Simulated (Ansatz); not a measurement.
# AlH2Si: the cost of one run

Computed with Ansatz 0.2.0, Gaussian basis. Level: def2-QZVPP, all electrons in the functionals, frozen cores in the correlation of double hybrids and RPA.

To be run: wB97M-V, B2PLYP, at charge 0, quartet; charge 0, doublet; charge 0, sextet; charge 1, triplet; charge 1, quintet.

**1. The system**

The geometry is a PBE0/def2-TZVP stationary point (not a proven minimum).

4 atoms, charge 0, spin multiplicity 4.

Atoms are counted from 1 here; the program's logs count them from 0.

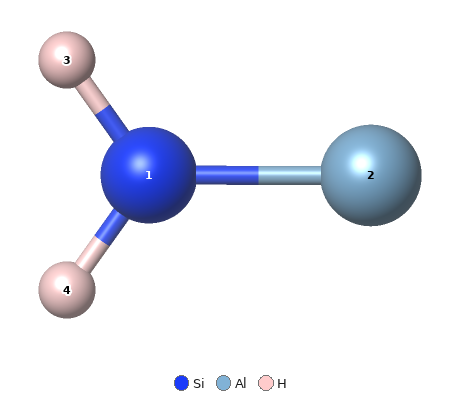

The geometry (silicon blue, aluminium light blue, hydrogen pink); atoms are numbered from 1 in the order of the file.

No dispersion term is added; wB97M-V holds VV10 nonlocal correlation.

The geometry shown and the zero of energy belong to the point charge 0, quartet. The yardstick, UCCSD(T), and other wave-function levels (R restricted, U unrestricted, valence and pair active spaces) come from earlier runs.

**2. wB97M-V, charge 0, quartet**

Contents of in.yaml:

```yaml
crystal:
  periodic: [false, false, false]
  atoms:
    - {symbol: Si, position_ang: [0.000000, 0.000000, 1.074378]}
    - {symbol: Al, position_ang: [0.000000, 0.000000, -1.263082]}
    - {symbol: H, position_ang: [0.000000, 1.214383, 1.937350]}
    - {symbol: H, position_ang: [0.000000, -1.214383, 1.937350]}
basis:
  gaussian: {orbitals: "def2-QZVPP.json"}
magnetization: {spin_polarized: true, initial_magnetization: 3}
hamiltonian: {xc: {name: wB97M-V}}
output: {orbitals: {seedname: orbitals}}
```

On the command line:

```
$ ansatz run in.yaml --threads 1 --pin off --events-out ev --progress --plain --max-ram 2393MiB
```

Q: Estimate wall time and peak memory on 1 thread of Arm Neoverse V1, shared host.

About 32 s, with a peak of 0.58 GiB.
